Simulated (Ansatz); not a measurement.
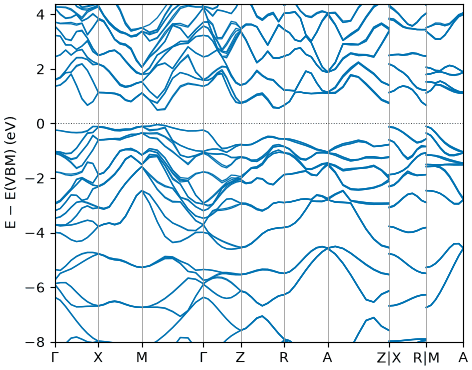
*Band structure from DFT-PBEsol with spin–orbit coupling in the program Ansatz with PAW potentials*

### Question
Read off the gap and where the band edges lie.

### Answer
About 0.4 eV (0.38 eV by a search for the band edges); maximum on the M–Γ line, 32 % of the way from M, minimum on the M–Γ line, 31 % of the way from M.

The material is Ge in space group P4_32_12 (No. 96; Ge on 4a, Ge on 8b).

The first step of the workflow began from a Materials Project structure, measured or hypothetical; the Crystallography Open Database files this formula in space group No. 96, but the cells were not matched. It is not the phase usual at ambient conditions (space group No. 227). The cell was relaxed with PBEsol under the symmetry of its start; phonons on a q-mesh show no instability.

Potentials: the later of the program's two PAW sets.
